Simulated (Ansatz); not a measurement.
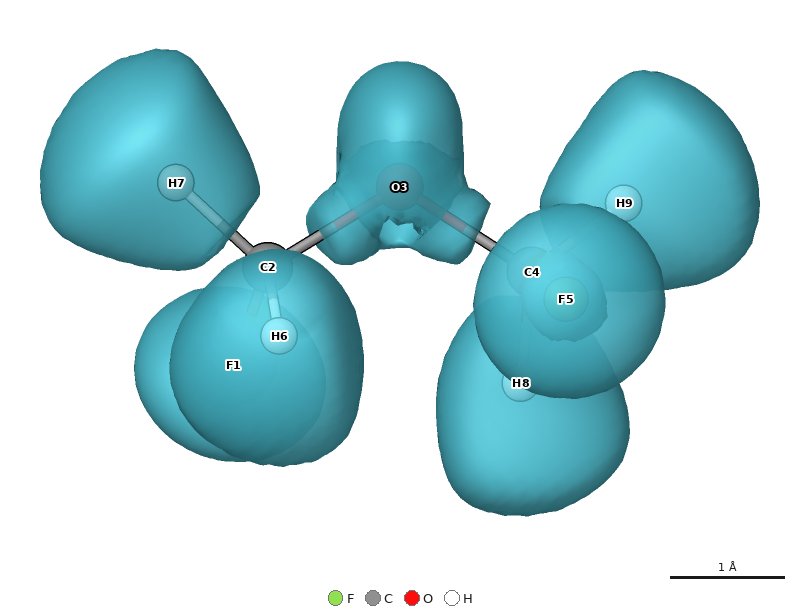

*C2H4F2O (SMILES FCOCF). Isosurface of the ELF at 0.75 (cyan), seen from one side. Only the valence region is drawn (cores and ρ < 0.01 e/Å³ removed).*

Level of theory: RKS PBE-D4/def2-SVP (Ansatz 0.2.0).

```yaml
atoms:
  - { symbol: F, position_ang: [-1.7499, 0.8092, -0.2435] }
  - { symbol: C, position_ang: [-0.4722, 0.7565, -0.7684] }
  - { symbol: O, position_ang: [0.0746, -0.5185, -0.6262] }
  - { symbol: C, position_ang: [0.4591, -0.8320, 0.6772] }
  - { symbol: F, position_ang: [1.6154, -0.1611, 1.0276] }
  - { symbol: H, position_ang: [0.1446, 1.5215, -0.2429] }
  - { symbol: H, position_ang: [-0.5195, 0.9588, -1.8583] }
  - { symbol: H, position_ang: [-0.3329, -0.5532, 1.4098] }
  - { symbol: H, position_ang: [0.6546, -1.9238, 0.6935] }
```

What do the ELF domains correspond to?

Answer. The ELF exceeds this value in four regions around hydrogen nuclei, two regions on F in which the atom's valence shell and bonds are merged and one region on O in which the atom's valence shell and bonds are merged. Along the contacts the grid gives the following. C–F (1.38 Å): the ELF peaks at about 0.85 between the atoms, as expected for a shared but strongly polarised pair. C–O (1.39 Å): the ELF peaks at about 0.90 between the atoms (a polar covalent bond).
